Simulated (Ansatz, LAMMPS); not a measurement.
# Glassy 84P2O5-16Fe2O3 (mol %) (127 atoms): geometry optimisation, part 3 of 3

Aim: bring glassy 84P2O5-16Fe2O3 (mol %) (127 atoms) to a nearby minimum of the energy and see what moves.

Ansatz 0.2.0; Kohn-Sham DFT, LDA, PAW (set soft_2), plane waves.

The cell: 32 P, 6 Fe and 89 O. The quench rate of 10 K/ps is orders of magnitude faster than experiment. The starting topology of bonds comes from the classical model. Without a Hubbard term or exact exchange, open shells on Fe are likely too delocalised. The Brillouin zone is sampled at Γ only, in a cell whose shortest periodic width is 12 Å.

So far, density (g/cm³): step 5 (local order after relaxation) 2.83.

## (6) Single point at the relaxed geometry

The electronic structure is read at the final geometry, in a run of its own.

File input.yaml:

```yaml
crystal:
  lattice:
    - [11.72899, 0.0, 0.0]
    - [0.0, 11.72899, 0.0]
    - [0.0, 0.0, 11.72899]
  atoms:
    - { symbol: P, position: [0.8529, 0.86939, 0.75626] }
    - { symbol: P, position: [0.21321, 0.97281, 0.82061] }
    - { symbol: P, position: [0.28823, 0.17998, 0.49574] }
    - { symbol: P, position: [0.06378, 0.16633, 0.8029] }
    - { symbol: P, position: [0.89014, 0.16224, 0.3162] }
    - { symbol: P, position: [0.81466, 0.41173, 0.97383] }
    - { symbol: P, position: [0.28661, 0.94673, 0.57983] }
    - { symbol: P, position: [0.06801, 0.30798, 0.43443] }
    - { symbol: P, position: [0.52215, 0.89824, 0.88587] }
    - { symbol: P, position: [0.57266, 0.36681, 0.28399] }
    - { symbol: P, position: [0.69227, 0.41202, 0.62177] }
    - { symbol: P, position: [0.81819, 0.3777, 0.2204] }
    - { symbol: P, position: [0.66879, 0.70936, 0.79689] }
    - { symbol: P, position: [0.5645, 0.94747, 0.3106] }
    - { symbol: P, position: [0.2116, 0.5739, 0.86326] }
    - { symbol: P, position: [0.54284, 0.61972, 0.57803] }
    - { symbol: P, position: [0.57409, 0.51662, 0.95033] }
    - { symbol: P, position: [0.25809, 0.65451, 0.24688] }
    - { symbol: P, position: [0.58838, 0.10672, 0.73605] }
    - { symbol: P, position: [0.28403, 0.5626, 0.61052] }
    - { symbol: P, position: [0.1602, 0.75278, 0.47788] }
    - { symbol: P, position: [0.96307, 0.88776, 0.52634] }
    - { symbol: P, position: [0.21563, 0.00479, 0.18054] }
    - { symbol: P, position: [0.16407, 0.41444, 0.22808] }
    - { symbol: P, position: [0.63606, 0.71268, 0.35753] }
    - { symbol: P, position: [0.40402, 0.27907, 0.70746] }
    - { symbol: P, position: [0.24112, 0.31502, 0.90975] }
    - { symbol: P, position: [0.87959, 0.75777, 0.11804] }
    - { symbol: P, position: [0.58172, 0.05164, 0.08412] }
    - { symbol: P, position: [0.93196, 0.47896, 0.56959] }
    - { symbol: P, position: [0.48089, 0.65558, 0.14984] }
    - { symbol: P, position: [0.96613, 0.00696, 0.12683] }
    [... 89 atom lines left out ...]
    - { symbol: O, position: [0.82295, 0.96458, 0.83597] }
    - { symbol: O, position: [0.09195, 0.03817, 0.11403] }
    - { symbol: O, position: [0.68794, 0.38447, 0.20538] }
    - { symbol: O, position: [0.53799, 0.94854, 0.00566] }
    - { symbol: O, position: [0.24865, 0.8534, 0.49015] }
    - { symbol: O, position: [0.9009, 0.92346, 0.64276] }
magnetization:
  spin_polarized: true
kpoints:
  mp_grid: { grid: [1, 1, 1] }
hamiltonian:
  xc: lda
scf:
  occupations: { method: gaussian, width: 0.05 }
  lower_state_search: "off"
output:
  forces: true
  stress: true
  populations: true
  dos:
    method: { smearing: { sigma: 0.15 } }
    de: 0.1
    projected: { site_lists: { Fe: [Fe], O: [O], P: [P] } }
  eigenvalues: true
  write_density: true
  write_potential: true
  volumetric_format: npy
  elf: true
```

On the command line:

```bash
> ansatz run input.yaml --threads 8 --pin off --max-ram 15872MiB --backend cpu --events-out ev --progress --plain --runs-dir out
```

Numbers of over 12 decimals in the logs are rounded to 6 here.

The program printed:

```text
[...]
Crystal: 127 atoms, lattice volume = 1613.548 Å³
Basis set: ecut = 420 eV, 31463 PW (Γ)
Bands: 537, of which v1, the nominal top of the filled ones, is band 395 counted from 1 (394 counted from 0)
Symmetry: 1 space group operations
[...]
k-points: 1
[...]
Starting moments: Σ|m| = 30 μB on 6 of 127 sites
[...]
SCF iter   1: F=—  HF=-99366.947943 eV  |F-HF|=—  |Δ(HF+E_count)|=         —  Δρ=2.33e-1 (↑2.33e-1 ↓1.20e-1)  dr2=2.41e3  dr2_m=1.94e2  M=-0.287 μB ∫|m|=2.596 μB  β_m=0.30  ethr=3.10e-3  ⟨swp⟩=6.0  Hψ=4706  notcnv=0  defer=242
[...]
SCF iter  28: F=-99186.932973 eV  HF=-99186.932973 eV  |F-HF|=1.02e-10  |Δ(HF+E_count)|=   2.90e-9  Δρ=7.11e-7 (↑7.11e-7 ↓4.45e-7)  dr2=2.29e-8  dr2_m=1.53e-9  M=-20.000 μB ∫|m|=29.865 μB  ethr=1.27e-11  ⟨swp⟩=24.5  Hψ=11331  notcnv=0
SCF 1 converged in 28 iterations: F = -99186.932973 eV  dr2 = 2.29e-8
[...]
SCF converged after 28 iterations
Magnetization: -20.0000 μB (385.0000 up, 405.0000 down)
Absolute magnetization: 29.8689 μB (∫|ρ↑−ρ↓|, with the PAW one-centre terms)
[...]
Per-site moments (μB) at R_I (Å): [(0.000414134, 0.617925), (-0.00304408, 0.604443), (-0.000326529, 0.596755), (0.00372081, 0.601130), (-0.00440697, 0.608701), [...]
Free energy (F): -99186.932973 eV
[...]
Internal energy: -99186.932973 eV  (E = F + TS)
E sigma→0 (E₀):  -99186.932973 eV
Fermi energy:    4.221404 eV
[...]
--- Forces (eV/Å), atoms counted from 1 ---
  atom   1  P     -0.02086807     0.00087831     0.00942494
  atom   2  P      0.00471898    -0.02329793     0.01033926
  atom   3  P     -0.01101688     0.00930491     0.00386361
  atom   4  P     -0.01221944     0.00741928    -0.00429549
  atom   5  P      0.00887127    -0.00450595     0.02458222
  atom   6  P     -0.01492660    -0.00313609    -0.01074351
  atom   7  P      0.00392788     0.00155189    -0.01630911
  atom   8  P     -0.03857974    -0.00669287     0.01135813
  atom   9  P      0.00185342     0.00430106    -0.00842413
  atom  10  P      0.00103556     0.01477600    -0.00354113
  atom  11  P      0.01165394    -0.01426669    -0.01293079
  atom  12  P     -0.01482952     0.00669525    -0.00688450
  atom  13  P      0.00832265     0.00099167     0.03228799
  atom  14  P      0.01499080     0.01393132    -0.01166729
[...]
atom 126  O     -0.00820640     0.00520065     0.01828285
  atom 127  O      0.01825554    -0.02641544    -0.01184599
  max |Σ_I F_I| component: 1.22e-4 eV/Å
--- Stress (GPa, compression-positive) ---
       -1.705398       0.596098       0.276495
        0.596098      -2.806442      -0.249527
        0.276495      -0.249527      -3.163411
  P = ⅓ Tr σ = -2.5584 GPa (-25.584 kbar)
--- Band table (eV) ---
[...]
--- Löwdin populations: 127 sites ---
  site symbol       q [e]    m [muB]
     0      P      2.8308    -0.0009
     1      P      2.8633    -0.0058
     2      P      2.7944    -0.0006
[...]
126      O      6.7166    -0.0142
  spilling = 0.016628 (of n_electrons = 790.000000)
```

It took 88 s on 8 threads of Arm Neoverse V1, shared host; peak memory 4.1 GiB.

Numbers from this run:

```yaml
free_energy: -99186.9330 eV
free_energy_per_atom: -780.9995 eV/atom
scf_cycles: 28
pressure: -2.558 GPa
r_m_s_force_component: 0.01281 eV/Å
longest_force: 0.06316 eV/Å
fermi_energy: 4.221 eV
spacing_of_highest_filled_and_lowest_empty_level: 0.5799 eV
total_moment: -20 μB
absolute_moment: 29.87 μB
spilling_of_the_projection: 0.01663
```

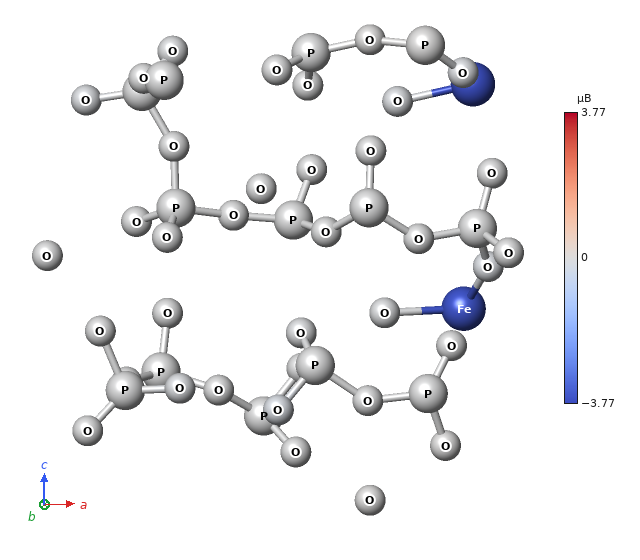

Atoms coloured by their magnetic moment. Drawn is a slice 4 Å thick, seen along the normal of the ac plane. Bonds to atoms that aren't drawn are left out.

Magnetic moments by element and coordination:

```tsv
element	coordination	atoms	mean moment (μB)	spread	least	most
Fe	all	6	-2.39	2.76	-3.66	3.77
Fe	5	4	-3.62	0.0361	-3.66	-3.58
Fe	6	2	0.0545	3.72	-3.66	3.77
O	all	89	-0.0278	0.0551	-0.186	0.110
O	1	17	-0.0125	0.0155	-0.0483	0.0144
O	2	72	-0.0314	0.0602	-0.186	0.110
P	all	32	-0.0026	0.0031	-0.0087	0.0037
P	4	31	-0.0025	0.0031	-0.0087	0.0037
P	5	1	-0.0051	0	-0.0051	-0.0051
```

States in the cell by windows of 1 eV, zero at the Fermi level; the larger projections on atomic orbitals stand beside the total:

```tsv
from (eV)	to (eV)	total up	total down	O p	P p	Fe d	O s
-10	-9	5.9	5.8	8.0	2.8	0.1	0.3
-9	-8	7.4	11.9	12.7	2.0	1.4	1.5
-8	-7	21.6	20.5	29.3	4.1	2.9	4.1
-7	-6	29.6	28.8	45.9	4.5	2.0	4.2
-6	-5	32.7	34.9	54.2	3.4	4.6	3.4
-5	-4	35.2	39.5	60.2	2.7	7.0	2.8
-4	-3	37.7	38.0	63.9	2.7	5.0	2.2
-3	-2	40.2	42.1	70.8	2.4	6.0	1.1
-2	-1	26.5	29.9	49.1	1.2	4.3	0.6
-1	0	2.2	7.4	6.6	0.1	2.3	0.3
0	1	14.4	3.0	2.7	0.2	14.0	0.2
1	2	6.4	1.9	1.4	0.1	6.1	0.4
2	3	4.2	0.2	0.8	0.1	2.9	0.4
3	4	1.9	1.8	0.5	0.5	0.1	0.8
4	5	5.9	6.2	1.9	2.6	0.1	2.2
```

Between -26 and -10 eV lie 244 more states.

About 48 of the 790 electrons lie in deeper levels, below the stored range.

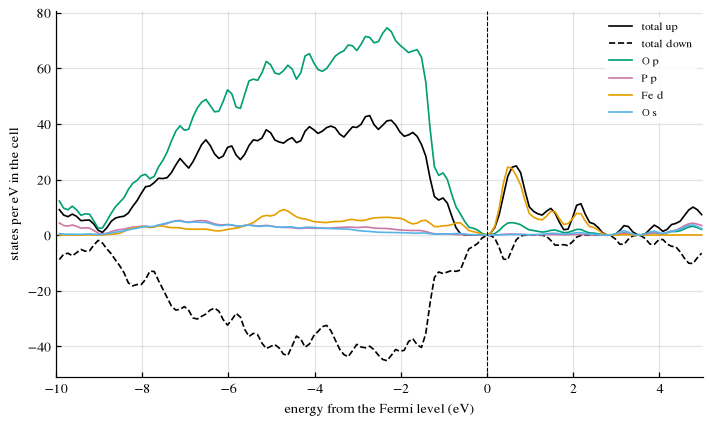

Total and projected density of states, with the broadening of the input. Down spins are drawn downwards.

The levels nearest the highest filled one (over half full), pooled over k-points and spins:

```tsv
level less the highest filled one (eV)	occupation
-0.546	1
-0.449	1
-0.374	1
-0.310	1
-0.260	1
0	1
0.580	0
0.670	0
0.708	0
0.723	0
0.742	0
0.767	0
```

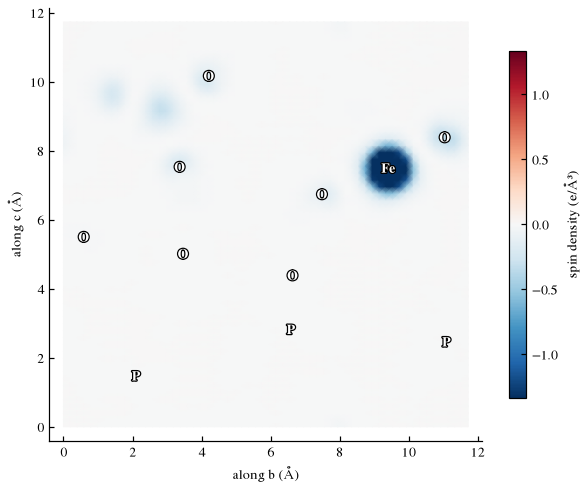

Spin density in the bc plane at fractional x = 0.295, with atoms of P and Fe and O within 0.2 Å of it. The map starts off the cell's origin, so that atoms lie inside it.

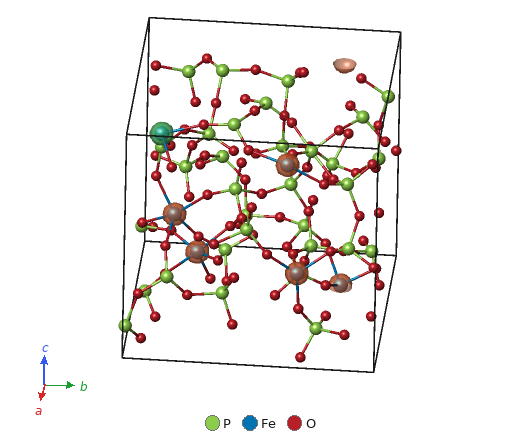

Surfaces of spin density = ±1.6 e/Å³, which hold about 50 % of the integral of its size. The two colours are the two signs. Bonds to atoms that aren't drawn are left out.

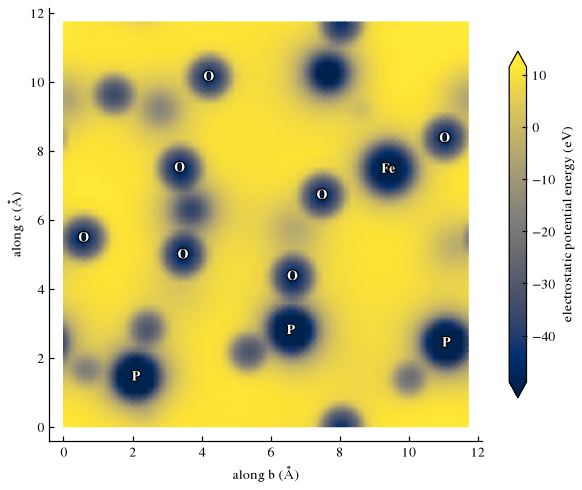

Electrostatic potential energy in the bc plane at fractional x = 0.295, with atoms of P and Fe and O within 0.2 Å of it. With pseudopotentials it is smooth inside the atoms' cores, unlike the true potential. The map starts off the cell's origin, so that atoms lie inside it.

The cell holds a total moment of -20 μB, from site moments of up to 3.8 μB that point both ways; no search proves this magnetic order the lowest. The largest share in the top eV of filled states is O p (77 % of the projected weight), and in the lowest eV of empty states Fe d (81 % of the projected weight).

The surroundings of O72, which has 1 bonded neighbour where the commonest count for O is 2, nearest first, numbered as they follow in the input and with coordinates relative to it.

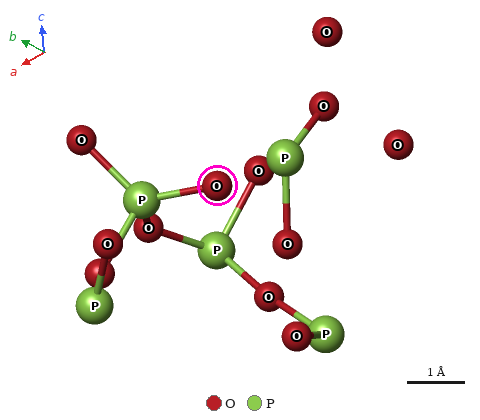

The atoms of the table, within 3.4 Å (arrows a, b, c point along x, y, z); some may hide others; the central atom is ringed.

```tsv
atom	x	y	z	distance (Å)	bonds	moment (μB)
O72	0.00	0.00	0.00	0.00	1	-0.02
P14	1.35	0.50	0.19	1.46	4	0.00
O110	2.36	-0.72	0.65	2.56	2	0.00
O62	2.08	0.95	-1.19	2.58	2	-0.01
O102	1.71	1.55	1.19	2.60	2	-0.11
O77	1.36	-2.61	-0.52	2.99	2	-0.01
O44	-0.03	-1.73	-2.46	3.01	2	-0.05
O68	-3.09	0.45	-0.12	3.13	1	-0.05
O91	-1.97	0.46	-2.46	3.19	2	-0.18
P25	2.19	-2.25	0.74	3.23	4	0.00
P23	-2.74	1.18	-1.34	3.27	4	-0.01
O126	-2.35	-0.60	2.29	3.34	2	0.00
O55	0.37	2.55	-2.14	3.35	2	-0.06
O73	-2.05	-2.55	0.90	3.39	1	-0.02
P29	1.55	1.73	-2.47	3.39	4	0.00
P31	0.37	-2.92	-1.70	3.40	4	0.00
O84	1.24	-2.47	2.03	3.43	2	0.00
```

The column of bonds counts only the pairs O-P within 1.93 Å, O-Fe within 2.43 Å; other neighbours, such as metal atoms beside each other in a compound, aren't counted, and periodic images can show an atom twice.

## (7) What came out

```yaml
energy_change_in_the_relaxation: -87.74 meV/atom
r_m_s_displacement: 0.477 Å
largest_displacement: 0.998 Å
free_energy_per_atom: -780.9995 eV/atom
pressure: -2.558 GPa
r_m_s_force_component: 0.01281 eV/Å
spacing_of_highest_filled_and_lowest_empty_level: 0.5799 eV
wall_time_of_the_3_dft_runs: 14 min
```

In words: Relaxation lowers the energy by 87.7 meV/atom and moves atoms by 0.48 Å r.m.s.; the r.m.s. force component goes from 1.2 to 0.013 eV/Å, the pressure goes from -5.3 to -2.6 GPa. By the final cutoffs 5 of 165 bonded pairs parted and 1 joined. From the first step to the last the energy fell by 11.143 eV, and the largest move was 1.00 Å (O107). The O-Fe bonds change most in mean length: from 2.048 Å (spread 0.104) to 1.956 Å (spread 0.078), and their number from 33 to 32. By these cutoffs 67 % of Fe atoms have 5, 81 % of O atoms have 2 and 97 % of P atoms have 4 bonded neighbours. Counting bonds to P alone, not to Fe, 45 % of the oxygens join two of these atoms and 55 % one. Between filled and empty levels lie 0.580 eV (at Γ alone); a local or semilocal functional tends to put such gaps too low. In a disordered cell it changes from sample to sample, and tail or defect levels can set it. The cell holds a total moment of -20 μB, from site moments of up to 3.8 μB that point both ways; no search proves this magnetic order the lowest.

Caveats: In the spin-polarised runs the search for a state of lower energy was switched off. The starting topology of bonds comes from the classical model; in DFT 5 of its 165 bonded pairs passed out of the cutoffs and 1 came within them. The run was spin polarised, started with 1 moments up and 5 down in a pattern of our own, ending at -20.0 μB in the cell; that starting order needn't be the real material's, and it bears on forces, charges and levels. With open d shells in the cell, the gap can be one between d levels of these ions, not the gap of the host. The pressure of -2.6 GPa says that the cell would shrink at this level of theory.

[Logs are printed without paths, hosts, clocks, repeated set-up lines and the standing remarks that a program may print on its own settings, such as how far it seeks lower states.]

[Hosts, paths, dates, database ids (printed as entryN), source tags and the programs' standing remarks are cut or masked in the printed files.]
